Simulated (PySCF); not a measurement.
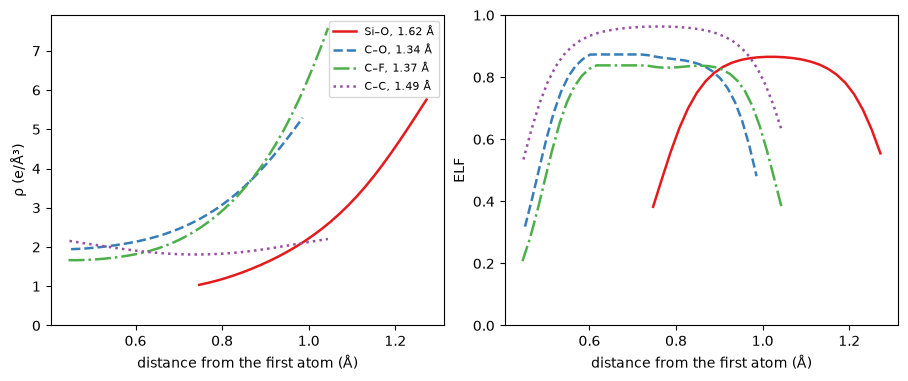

Figure. C2H8FO2Si2 (SMILES O[SiH2]O[C]([SiH3])CF) (doublet). Electron density and ELF along straight lines between neighbouring atoms. The curves leave out the atomic cores.

Geometry: GFN2-xTB.

Method: UKS B3LYP, pcH-1 on C F H O Si, non-relativistic, mean-field spin-orbit, GIAO (PySCF 2.14.0, density-fitted response routines).

```xyz
15

O     3.3109   -0.2058    0.3383
Si    1.9889    0.6541   -0.0108
O     0.7515   -0.3924    0.1972
C    -0.5723   -0.3222    0.0238
Si   -1.5390    1.1271   -0.6157
C    -1.2700   -1.5894    0.3882
F    -2.6239   -1.4511    0.2305
H     3.3478   -0.8079    1.0770
H     1.8081    1.7769    0.9059
H     2.1773    1.0180   -1.4048
H    -0.5702    2.1914   -0.8821
H    -2.2430    0.7549   -1.8474
H    -2.5181    1.5548    0.3893
H    -1.0945   -1.8694    1.4378
H    -0.9583   -2.4310   -0.2491
```

> Compare the contacts.

Si–O (1.62 Å): ρ is about 1.2 e/Å³ halfway; the ELF peaks at about 0.85 between the atoms: a polar covalent bond.
C–O (1.34 Å): ρ is about 2.3 e/Å³ halfway; the ELF peaks at about 0.85 between the atoms (a polar covalent bond).
C–F (1.37 Å): ρ at the midpoint is about 2.1 e/Å³, with its minimum of 1.7 e/Å³ about 0.5 Å from C; the ELF peaks at about 0.85 between the atoms: a shared but strongly polarised pair.
C–C (1.49 Å): ρ at the midpoint is about 1.8 e/Å³; the ELF peaks at about 0.95 between the atoms: localised, covalent bonding.
